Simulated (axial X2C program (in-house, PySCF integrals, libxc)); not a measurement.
## Relativistic diatomic calculation, with input and output: InH

- system: InH, single determinant with Ω = 0. The distance is the PBE0 minimum at charge 0.
- method: expectation values, HF and Kohn-Sham, two-component X2C with atomic mean-field Coulomb and Gaunt terms, In dyall-cv3z, H dyall-v3z (cores contracted) (axial X2C program (in-house, PySCF integrals, libxc))

## Log
```
two-component X2C + atomic mean field  PBE0
basis functions 146  fitting functions 745  grid points 5071
iter        total energy     max residual
   1      -5878.790304526     4.99e-06
   2      -5878.790304529     5.09e-06
   3      -5878.790304530     1.06e-06
converged
one-electron -8115.80580214  Coulomb 2387.51844020  exact exchange -39.71227691  xc functional -121.53063373  nuclear repulsion 14.01604505  atomic mean-field constant -3.27607700
```

## Expectation values by level of theory

| quantity | PBE0 | HF | TPSSh | r2SCAN | BP86 |
| --- | --- | --- | --- | --- | --- |
| effective field for an electron dipole moment (GV/cm) | – | – | – | – | – |
| field gradient at the first nucleus (a.u.) | −6.84 | −6.88 | −6.78 | −6.92 | −6.77 |
| field gradient at the second nucleus (a.u.) | 0.0570 | 0.0625 | 0.0581 | 0.0556 | 0.0557 |
| A∥/gI, first nucleus (MHz) | – | – | – | – | – |
| A∥/gI, second nucleus (MHz) | – | – | – | – | – |

Each column comes from one determinant, in a basis with contracted cores. A dash marks a value that vanishes by symmetry, wasn't computed or didn't converge. The spread over the levels shows only part of the uncertainty.

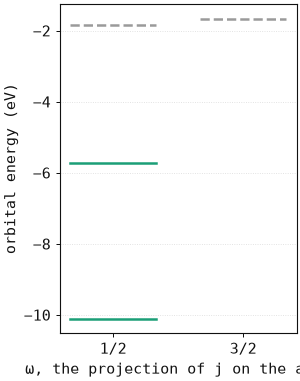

**Figure 1.** Orbital energies (PBE0) near the frontier at 1.85 Å, filled (solid) and empty (dashed); the Kramers partners at −ω are degenerate and not drawn. The highest filled spinor (1/2; 46 % In p, 27 % H s) lies at −5.71 eV, the lowest empty one (1/2; 98 % In p) at −1.84 eV.

## Input file
```
{"zs": [49, 1], "q": 0, "bas": ["dyall-cv3z", "dyall-v3z"], "r0": 1.74, "levels": ["PBE0", "HF", "TPSSh", "r2SCAN", "BP86"], "nst": 3}
```

The line is the task of a batch: nuclear charges, charge, bases, the levels to run, a first guess of the distance and further settings. This report covers the levels named above. The log is that of the reference distance, started from orbitals converged before.

The run was one of a batch that the task file lists, launched with:
```bash
python <driver script> task.json out
```

## Key numbers

- outcome: converged
- hardware: 1 thread of Arm Neoverse N1, 98 GiB of memory available, shared host
- wall time: 2.6 s
- peak memory: 0.28 GiB
